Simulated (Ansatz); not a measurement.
Os (hcp, Mg type)

Space group P6₃/mmc (No. 194); a = b = 2.738 Å, c = 4.316 Å, α = β = 90.00°, γ = 120.00°

```csv
atom,site,symmetry,x,y,z
Os,2d,-6m2,0.6667,0.3333,0.2500
```

This relaxed cell (volume V₀) is scaled evenly in all directions, its shape held. Symmetry pins the atoms to their sites.

The numbers are results of r2SCAN (plane waves to 500 eV, PAW, scalar-relativistic; Ansatz, a program for electronic structure), not measurements. k mesh 19×19×11 (Γ-centred), Fermi-Dirac smearing 0.05 eV. E stands for the smeared free energy. With the shape held, the modulus is that of even scaling; a crystal free to change shape is softer. Os is run without spin polarisation. Os was relaxed with its symmetry unable to fall. Spin-orbit coupling is left out, though Os is heavy. ΔE is measured from the relaxed starting cell.

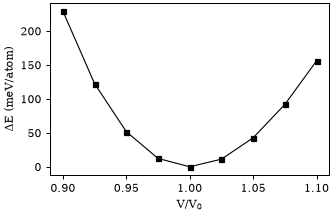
Figure: ΔE (meV/atom) against V/V₀; markers are the computed points, lines only join them.

Question: What is ΔE at V/V₀ = 0.900?

Answer: About 230 meV/atom.

Question: What is ΔE at V/V₀ = 1.100?

Answer: About 160 meV/atom.

Question: What bulk modulus at fixed cell shape B₀ follows from a third-order Birch-Murnaghan fit?

Answer: About 430 GPa.

(A scan under strain: stresses follow from slopes of the energy per volume, elastic moduli from its curvatures.)
